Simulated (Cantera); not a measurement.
Input: 1 mol BF3, 0.16 mol H2O, 0.24 mol H2, held at 4.00 mbar.

Method: chemical equilibrium by Gibbs-energy minimisation in Cantera with the NASA 1993 tables (ideal gas, pure condensed phases). Candidate condensed phases: B, B2O3, B3O3H3, H2O; 43 gas species. The tables' values for BF2 are old estimates; treat these amounts as uncertain. Equilibrium is a limit: real reactors are often held back by kinetics, nucleation or transport.

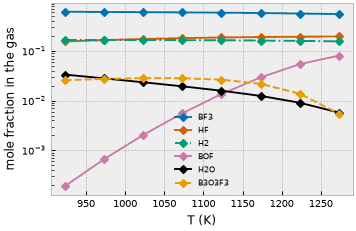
Figure: Equilibrium gas composition (values under 1e-9 drawn at 1e-9)

Problem. Read off the mole fractions at 1223 K.

Solution. BF3 about 0.57, HF about 0.19, H2 about 0.16, BOF about 0.054, B3O3F3 about 0.014, H2O about 0.0091.
